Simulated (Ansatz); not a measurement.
# BH₂F + HCl: a complex and its separated parts

The complex below is one end of an elementary step. How strongly is it bound against its free parts?

Method: PBE0-D4/def2-TZVP structures, single points in def2-TZVPP, no counterpoise correction; program: Ansatz 0.2.0, Gaussian basis.

Levels: SPW92, PBE-D4, BLYP-D4, r2SCAN-D4, B97M-V, PBE0-D4, B3LYP-D4, r2SCAN0-D4, BHLYP-D4, CAM-B3LYP-D4, wB97X-V, wB97M-V, B2PLYP, PBE-QIDH, RPA on PBE, Hartree-Fock, MP2, CCSD, CCSD(T).

Cores are frozen in the correlated methods. B3LYP uses VWN-RPA correlation. B2PLYP carries no dispersion term here.

95 further runs of the same task are left out: 1 that didn't finish, 94 set aside as unsound or not needed.

### 1 Where the work starts

The complex: 6 atoms, charge 0, spin multiplicity 1.

Atoms are counted from 1 here; the program's logs count them from 0.

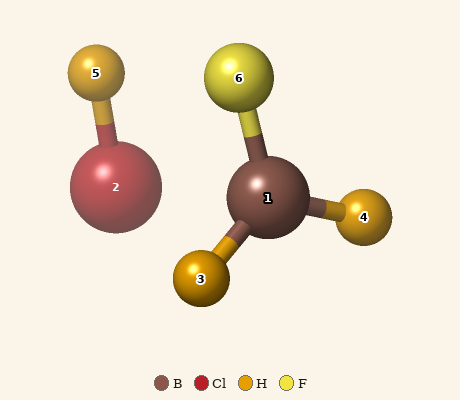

As it starts; boron brown, chlorine red, hydrogen amber, fluorine yellow; atoms are numbered from 1 in the order of the file.

As a file:

```xyz
6

B    -0.3523    0.7300   -0.5493
Cl    1.0177   -1.7028    0.4608
H     0.6892    1.2259   -0.8664
H    -1.0415    0.0797   -1.2796
H     0.5006   -1.3214    1.5689
F    -0.8137    0.9886    0.6656
```

Its parts: BH₂F holds atoms 1, 3, 4, 6; HCl holds atoms 2, 5. Each part counts its atoms afresh in its own runs.

### 2 Relaxing BH₂F alone

Contents of relax-a/in.yaml:

```yaml
crystal:
  periodic: [false, false, false]
  atoms:
    - {symbol: B, position_ang: [-0.352311, 0.729983, -0.549300]}
    - {symbol: H, position_ang: [0.689162, 1.225877, -0.866363]}
    - {symbol: H, position_ang: [-1.041457, 0.079702, -1.279587]}
    - {symbol: F, position_ang: [-0.813684, 0.988608, 0.665610]}
basis:
  gaussian: {orbitals: def2-TZVP}
hamiltonian: {xc: pbe0, dispersion: d4}
relax: {f_tol: 0.005, max_steps: 200}
```

Launch:

```sh
$ ansatz run in.yaml --threads 2 --pin off --events-out ev --progress --plain --max-ram 4352MiB
```

The runs that follow: Relaxing HCl alone; SPW92/def2-TZVPP; PBE-D4/def2-TZVPP; BLYP-D4/def2-TZVPP; r2SCAN-D4/def2-TZVPP; B97M-V/def2-TZVPP; PBE0-D4/def2-TZVPP; B3LYP-D4/def2-TZVPP; r2SCAN0-D4/def2-TZVPP; BHLYP-D4/def2-TZVPP; CAM-B3LYP-D4/def2-TZVPP; wB97X-V/def2-TZVPP; wB97M-V/def2-TZVPP; B2PLYP/def2-TZVPP; PBE-QIDH/def2-TZVPP; RPA on PBE/def2-TZVPP; CCSD(T)/def2-TZVPP; Vibrations of BH₂F; Vibrations of HCl.

What does the calculation give? Wanted: complex less parts, CCSD(T)/def2-TZVPP; with zero-point energy; largest T1 diagnostic.

As calculated:

```
                              quantity           value
complex less parts, CCSD(T)/def2-TZVPP  -2.08 kcal/mol
                with zero-point energy  -1.00 kcal/mol
                 largest T1 diagnostic           0.013
```

At CCSD(T) the complex lies 2.08 kcal/mol below its parts. Among the functionals PBE-QIDH lands nearest to CCSD(T) (+0.10 kcal/mol) and SPW92 farthest (-2.83 kcal/mol). By rung, the mean size of the error is: LDA 2.83, GGA 0.59, meta-GGA 0.64, hybrid 0.41, range-separated hybrid 0.41, double hybrid 0.36 kcal/mol. PBE-D4 gives a relative energy 0.84 kcal/mol too low, an error of 41 % of the reference. No counterpoise was applied, and triple zeta lacks some correlation, so the CCSD(T) reference has a basis error of its own, and close matches with it are partly luck.
